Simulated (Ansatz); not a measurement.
# CH4ClIn (built from SMILES [CH3][InH][Cl]): a reaction path by the nudged elastic band

What path joins these two structures, and how high does it climb? Both ends were relaxed at PBE0-D4 in triple zeta. A second band with other settings follows.

Method: PBE0-D4/def2-SVP; program: Ansatz 0.2.0, Gaussian basis.

16 further runs of the same task are left out: 16 set aside as unsound or not needed.

## (1) The system as given

The first end: 7 atoms, charge 0, spin multiplicity 1.

Atoms are counted from 1 here; the program's logs count them from 0.

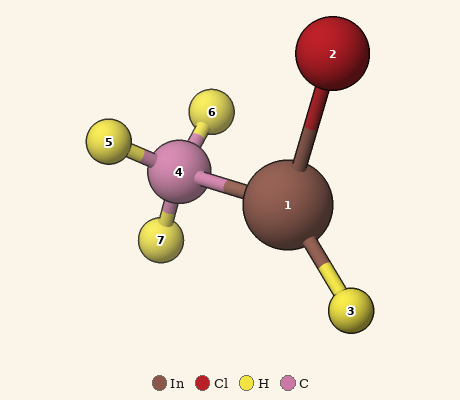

Start geometry, drawn with indium brown, chlorine red, hydrogen yellow, carbon pink; atoms are numbered from 1 in the order of the file.

Geometry (Å):

```mol
CH4ClIn
  3D, bonds by distance, orders not assigned

  7  6  0  0  0  0  0  0  0  0999 V2000
   -0.5096   -0.8644   -0.4177 In  0  0
    1.0949   -2.5732   -0.1705 Cl  0  0
   -1.9408   -1.4507   -1.1430 H   0  0
    0.2302    0.9890    0.3306 C   0  0
    0.4311    0.8790    1.3973 H   0  0
    1.1711    1.2176   -0.1715 H   0  0
   -0.4769    1.8028    0.1748 H   0  0
  1  2  8  0
  1  3  8  0
  1  4  8  0
  4  5  8  0
  4  6  8  0
  4  7  8  0
M  END
```

The second end:

```xyz
7
charge 0, multiplicity 1
In   -0.0742   -0.4749   -0.1441
Cl   -0.6483   -4.1785   -1.2702
H    -0.4566   -2.9394   -0.8932
C     0.2515    1.6202    0.4923
H     0.3809    1.6841    1.5776
H     1.1470    2.0380    0.0210
H    -0.6001    2.2505    0.2166
```

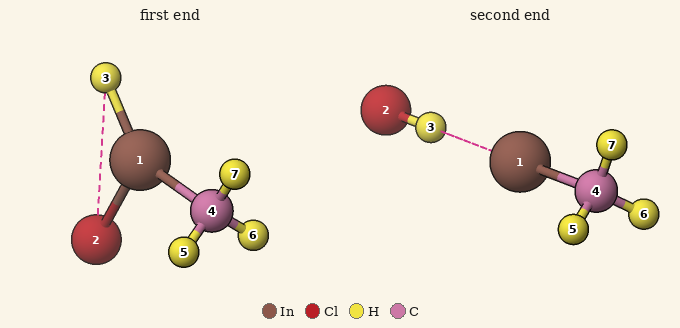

The two ends; dashed lines mark the contacts followed along the path.

## (2) The band at PBE0-D4/def2-SVP

Contents of neb/in.yaml:

```yaml
crystal:
  periodic: [false, false, false]
  atoms:
    - {symbol: In, position_ang: [-0.509564, -0.864431, -0.417677]}
    - {symbol: Cl, position_ang: [1.094902, -2.573236, -0.170462]}
    - {symbol: H, position_ang: [-1.940779, -1.450698, -1.142966]}
    - {symbol: C, position_ang: [0.230179, 0.989043, 0.330591]}
    - {symbol: H, position_ang: [0.431114, 0.878972, 1.397316]}
    - {symbol: H, position_ang: [1.171099, 1.217590, -0.171538]}
    - {symbol: H, position_ang: [-0.476852, 1.802760, 0.174837]}
basis:
  gaussian: {orbitals: def2-SVP}
hamiltonian: {xc: pbe0, dispersion: d4}
neb:
  images: 5
  climbing: true
  max_iterations: 40
  initial_path: idpp
  final_atoms:
    - {symbol: In, position_ang: [-0.074224, -0.474897, -0.144108]}
    - {symbol: Cl, position_ang: [-0.648260, -4.178542, -1.270189]}
    - {symbol: H, position_ang: [-0.456645, -2.939382, -0.893184]}
    - {symbol: C, position_ang: [0.251451, 1.620191, 0.492317]}
    - {symbol: H, position_ang: [0.380914, 1.684144, 1.577607]}
    - {symbol: H, position_ang: [1.146980, 2.038011, 0.021050]}
    - {symbol: H, position_ang: [-0.600118, 2.250475, 0.216608]}
```

On the command line:

```
$ ansatz run in.yaml --threads 2 --pin off --events-out ev --progress --plain --max-ram 4352MiB
```

Output (excerpt; [...] marks lines left out):

```text
Functional definition: PBE0
  name "PBE0"
  cite "Adamo & Barone, J. Chem. Phys. 110, 6158 (1999) doi:10.1063/1.478522"
  cite "Perdew, Burke & Ernzerhof, Phys. Rev. Lett. 77, 3865 (1996) doi:10.1103/PhysRevLett.77.3865"
  parent pbe
[...]
914 factors; integrals over basis functions are off by at most 3.4e-4 eV
[...]
mean field -18789.46501122 eV, -690.5001032056 hartree, gradient 1.4e-5 eV, S^2 0.000000; 0 other end points of the search recorded, 0 dependent functions left out
[...]
reference -18789.46504507 eV, -690.5001044494 hartree; 24, 24 occupied and 54, 54 virtual orbitals, 914 factors
[... from here to the last solve, the lines of the solves are left out (110 solves) ...]
WARN: NEB end point (image 0): max|allowed force component| = 3.037e-1 eV/Å (the criterion of neb.relax_end_points is 1.000e-2). That is over neb.f_tol: it is no minimum, so the barrier can be far off. Relax it first
WARN: NEB end point (image 6): max|allowed force component| = 2.960e-1 eV/Å (the criterion of neb.relax_end_points is 1.000e-2). That is over neb.f_tol: it is no minimum, so the barrier can be far off. Relax it first
NEB iter   1: max|band force component| = 3.510e0 eV/Å  barrier→ = 3.0450 eV  barrier← = 1.8825 eV  Δτ_max = 0.2000 Å  (178 SCF iters)
[...]
NEB iter   4: max|band force component| = 1.307e0 eV/Å  barrier→ = 2.1045 eV  barrier← = 0.9420 eV  Δτ_max = 0.2000 Å  (144 SCF iters)
[...]
NEB iter   7: max|band force component| = 8.305e-1 eV/Å  barrier→ = 1.6213 eV  barrier← = 0.4588 eV  CI = image 2  Δτ_max = 0.1947 Å  (143 SCF iters)
[...]
NEB iter  10: max|band force component| = 1.244e-1 eV/Å  barrier→ = 1.7899 eV  barrier← = 0.6274 eV  CI = image 2  Δτ_max = 0.0757 Å  (132 SCF iters)
[...]
NEB iter  12: max|band force component| = 1.209e-1 eV/Å  barrier→ = 1.7847 eV  barrier← = 0.6222 eV  CI = image 2  Δτ_max = 0.0293 Å  (123 SCF iters)
[...]
NEB iter  13: max|band force component| = 4.175e-2 eV/Å  barrier→ = 1.7844 eV  barrier← = 0.6219 eV  CI = image 2  CI's point: of a kind that is not told: the force calls were inconclusive, a negative curvature could not be distinguished from the path's own, the only one lies far off the [...]
Total energy: -18787.78393683 eV, -690.4383248613 hartree
Atom 0 at    -0.948437    -0.419353    -0.486908 Å, force    -0.000336     0.000030    -0.000254 eV/Å
Atom 1 at     0.379608    -2.802519    -0.523335 Å, force     0.003156    -0.002416     0.000800 eV/Å
Atom 2 at    -1.175299    -2.118051    -0.987405 Å, force    -0.003287    -0.000389    -0.001450 eV/Å
Atom 3 at     0.273330     1.142900     0.385915 Å, force    -0.006386    -0.003954    -0.004036 eV/Å
Atom 4 at     0.484079     0.883308     1.434499 Å, force     0.004076     0.000389     0.001601 eV/Å
Atom 5 at     1.224157     1.198805    -0.165298 Å, force     0.003887    -0.000168     0.002045 eV/Å
Atom 6 at    -0.237340     2.114910     0.342634 Å, force    -0.001110     0.006509     0.001295 eV/Å
Dipole moment:    -0.287158     0.724801     0.058706 e Å
```

Run time: 1.8 min. Hardware: 2 threads of Intel Xeon 6975P-C, shared host.

The last band:

| image | path (Å) | energy (eV) | Cl2–H3 (Å) | In1–Cl2 (Å) | In1–H3 (Å) |
| --- | --- | --- | --- | --- | --- |
| 0 | 0.00 | 0.000 | 3.38 | 2.36 | 1.71 |
| 1 | 0.78 | 0.587 | 2.60 | 2.43 | 1.67 |
| 2 | 1.56 | 1.784 | 1.76 | 2.73 | 1.79 |
| 3 | 2.43 | 1.179 | 1.30 | 3.39 | 2.62 |
| 4 | 3.30 | 1.177 | 1.31 | 3.68 | 2.63 |
| 5 | 4.17 | 1.167 | 1.31 | 3.84 | 2.61 |
| 6 | 5.04 | 1.163 | 1.31 | 3.91 | 2.60 |

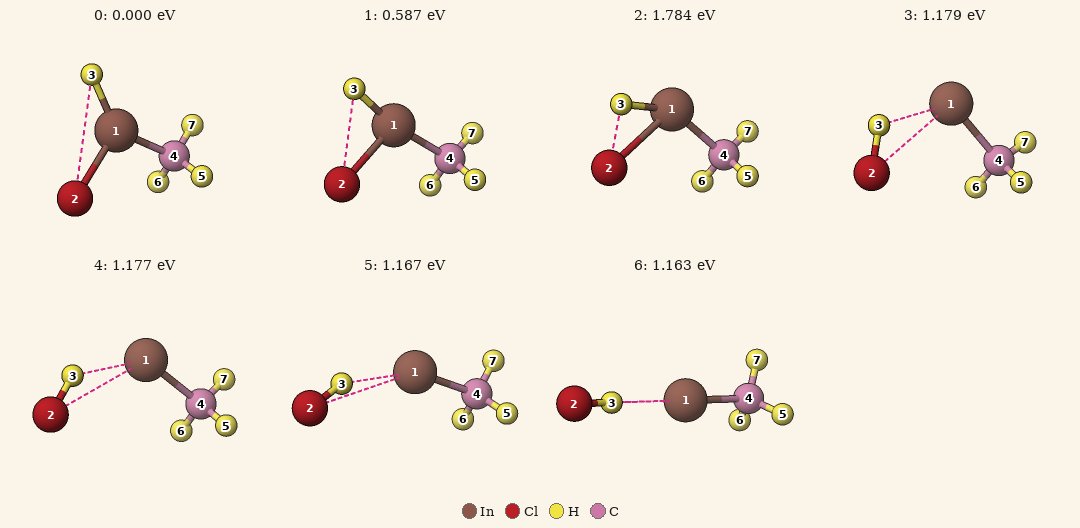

The images of the last band.

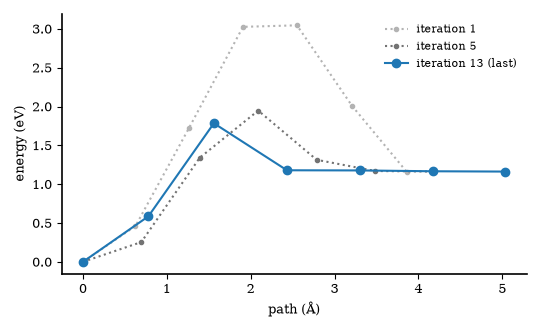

Energy along the path.

The highest image, 2:

```xyz
7

In   -0.9484   -0.4194   -0.4869
Cl    0.3796   -2.8025   -0.5233
H    -1.1753   -2.1181   -0.9874
C     0.2733    1.1429    0.3859
H     0.4841    0.8833    1.4345
H     1.2242    1.1988   -0.1653
H    -0.2373    2.1149    0.3426
```

## (3) The band at SPW92/def2-SVP, other settings

Edit neb/in.yaml of step 2 so:

```diff
@@ -12,8 +12,8 @@
   gaussian: {orbitals: def2-SVP}
-hamiltonian: {xc: pbe0, dispersion: d4}
+hamiltonian: {xc: lda}
 neb:
-  images: 5
+  images: 7
   climbing: true
   max_iterations: 40
-  initial_path: idpp
+  initial_path: linear
   final_atoms:
```

On the command line:

```
$ ansatz run in.yaml --threads 2 --pin off --events-out ev --progress --plain --max-ram 4352MiB
```

Output:

```text
Functional definition: SPW92
  name "SPW92"
  cite "Dirac, Proc. Camb. Phil. Soc. 26, 376 (1930) doi:10.1017/S0305004100016108"
  cite "Slater, Phys. Rev. 81, 385 (1951) doi:10.1103/PhysRev.81.385"
  cite "Perdew & Wang, Phys. Rev. B 45, 13244 (1992) doi:10.1103/PhysRevB.45.13244"
  exchange = slater_x
  correlation = pw_c
901 factors; their error is unknown
mean field evaluation 1: about -18725.3704 eV, gradient 6.1e1 eV
mean field evaluation 2: about -18701.6296 eV, gradient 9.7e1 eV
mean field evaluation 4: about -18734.6193 eV, gradient 6.6e0 eV
mean field evaluation 8: about -18734.7864 eV, gradient 1.8e-1 eV
mean field evaluation 16: about -18734.7599 eV, gradient 3.5e-5 eV
mean field -18734.75992150 eV, -688.4897282389 hartree, gradient 3.5e-5 eV, S^2 0.000000; 0 other end points of the search recorded, 0 dependent functions left out
the calculation of the forces begins
reference -18734.75996418 eV, -688.4897298072 hartree; 24, 24 occupied and 54, 54 virtual orbitals, 901 factors
[... from here to the last solve, the lines of the solves are left out (109 solves) ...]
WARN: NEB end point (image 0): max|allowed force component| = 6.097e-1 eV/Å (the criterion of neb.relax_end_points is 1.000e-2). That is over neb.f_tol: it is no minimum, so the barrier can be far off. Relax it first
WARN: NEB end point (image 8): max|allowed force component| = 6.303e-1 eV/Å (the criterion of neb.relax_end_points is 1.000e-2). That is over neb.f_tol: it is no minimum, so the barrier can be far off. Relax it first
NEB iter   1: max|band force component| = 2.507e0 eV/Å  barrier→ = 2.0490 eV  barrier← = 0.8164 eV  Δτ_max = 0.1984 Å  (227 SCF iters)
NEB iter   2: max|band force component| = 1.168e0 eV/Å  barrier→ = 1.7610 eV  barrier← = 0.5283 eV  Δτ_max = 0.1938 Å  (201 SCF iters)
NEB iter   3: max|band force component| = 1.188e0 eV/Å  barrier→ = 1.6412 eV  barrier← = 0.4085 eV  Δτ_max = 0.1010 Å  (186 SCF iters)
NEB iter   4: max|band force component| = 6.245e-1 eV/Å  barrier→ = 1.4752 eV  barrier← = 0.2426 eV  CI = image 4  Δτ_max = 0.2000 Å  (187 SCF iters)
NEB iter   5: max|band force component| = 4.028e-1 eV/Å  barrier→ = 1.4628 eV  barrier← = 0.2302 eV  CI = image 4  Δτ_max = 0.2000 Å  (183 SCF iters)
NEB iter   6: max|band force component| = 4.338e-1 eV/Å  barrier→ = 1.3962 eV  barrier← = 0.1635 eV  CI = image 4  Δτ_max = 0.1002 Å  (186 SCF iters)
NEB iter   7: max|band force component| = 2.241e-1 eV/Å  barrier→ = 1.3868 eV  barrier← = 0.1542 eV  CI = image 4  Δτ_max = 0.1976 Å  (190 SCF iters)
NEB iter   8: max|band force component| = 1.664e-1 eV/Å  barrier→ = 1.3845 eV  barrier← = 0.1518 eV  CI = image 4  Δτ_max = 0.0630 Å  (187 SCF iters)
NEB iter   9: max|band force component| = 1.065e-1 eV/Å  barrier→ = 1.3836 eV  barrier← = 0.1509 eV  CI = image 4  Δτ_max = 0.0450 Å  (186 SCF iters)
901 factors; their error is unknown
mean field -18733.58063276 eV, -688.4463901769 hartree, gradient 8.6e-7 eV, S^2 0.000000; 0 other end points of the search recorded, 0 dependent functions left out
the calculation of the forces begins
reference -18733.58066975 eV, -688.4463915363 hartree; 24, 24 occupied and 54, 54 virtual orbitals, 901 factors
NEB iter  10: max|band force component| = 4.090e-2 eV/Å  barrier→ = 1.3834 eV  barrier← = 0.1508 eV  CI = image 4  CI's point: of a kind that is not told: the force calls were inconclusive, a negative curvature could not be distinguished from the path's own, the only one lies far off the path, or fixed occupations may fill a level only in part  Δτ_max = 0.0000 Å  (1030 SCF iters)
WARN: NEB end point (image 8): the path dips 0.098432 eV below it before the top, so the barrier from the dip is that much higher. The path crosses a lower well, or the end point is a saddle point, which neb.relax_end_points tests for
Total energy: -18733.37650934 eV, -688.4388887796 hartree
Atom 0 at    -0.955389    -0.406198    -0.485768 Å, force    -0.006465     0.001515    -0.002193 eV/Å
Atom 1 at     0.374076    -2.723005    -0.508742 Å, force    -0.001636     0.001385    -0.000372 eV/Å
Atom 2 at    -1.195841    -2.101835    -0.990682 Å, force     0.002566    -0.003854     0.000027 eV/Å
Atom 3 at     0.277099     1.122356     0.382011 Å, force     0.020942    -0.012273     0.011214 eV/Å
Atom 4 at     0.489368     0.840964     1.434954 Å, force    -0.009569     0.002325     0.002621 eV/Å
Atom 5 at     1.234523     1.157768    -0.178762 Å, force    -0.003624     0.006377    -0.009094 eV/Å
Atom 6 at    -0.223737     2.109950     0.347091 Å, force    -0.002214     0.004524    -0.002204 eV/Å
Dipole moment:    -0.185625     0.585100     0.067157 e Å
```

It took 41 s on 2 threads of Intel Xeon 6975P-C, shared host.

The last band:

| image | path (Å) | energy (eV) | Cl2–H3 (Å) | In1–Cl2 (Å) | In1–H3 (Å) |
| --- | --- | --- | --- | --- | --- |
| 0 | 0.00 | 0.000 | 3.38 | 2.36 | 1.71 |
| 1 | 0.39 | 0.086 | 3.03 | 2.37 | 1.70 |
| 2 | 0.78 | 0.468 | 2.61 | 2.40 | 1.68 |
| 3 | 1.17 | 1.065 | 2.17 | 2.51 | 1.69 |
| 4 | 1.55 | 1.383 | 1.76 | 2.67 | 1.79 |
| 5 | 2.32 | 1.134 | 1.36 | 3.21 | 2.25 |
| 6 | 3.09 | 1.163 | 1.35 | 3.42 | 2.28 |
| 7 | 3.86 | 1.182 | 1.35 | 3.63 | 2.34 |
| 8 | 4.63 | 1.233 | 1.31 | 3.91 | 2.60 |

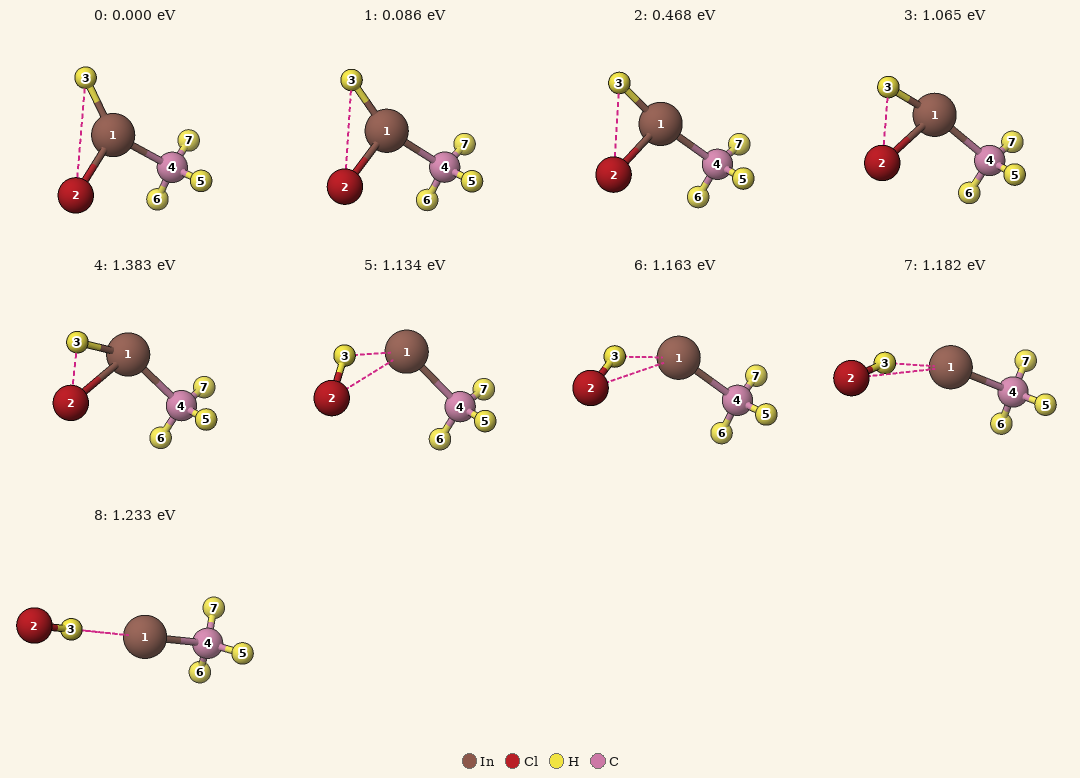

The images of the last band.

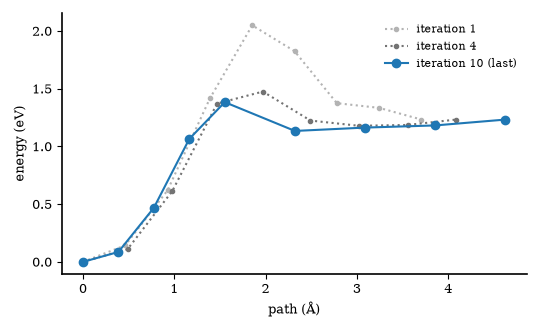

Energy along the path.

The highest image, 4:

```xyz
7
CH4ClIn
In   -0.95539   -0.40620   -0.48577
Cl    0.37408   -2.72301   -0.50874
H    -1.19584   -2.10183   -0.99068
C     0.27710    1.12236    0.38201
H     0.48937    0.84096    1.43495
H     1.23452    1.15777   -0.17876
H    -0.22374    2.10995    0.34709
```

## (4) Summary of results

```
                                                                       quantity                                           value
                                                PBE0-D4/def2-SVP, 13 iterations  highest 1.784 eV (image 2), last end +1.163 eV
                                                  SPW92/def2-SVP, 10 iterations  highest 1.383 eV (image 4), last end +1.233 eV
from earlier runs: barrier over the separately found saddle, CCSD(T)/def2-TZVPP                                        1.982 eV
```

The highest image lies 1.784 eV above the first end, and it climbed, so it estimates the saddle. The ends are not quite minima at this level (largest force component 0.30 eV/Å), so the heights are unreliable: relaxing the first end would lower it and raise the barrier above it. The highest image is 0.197 eV below the CCSD(T) barrier in triple zeta, which comes from separate runs on the saddle. The second band's highest image lies at 1.383 eV; the levels differ.
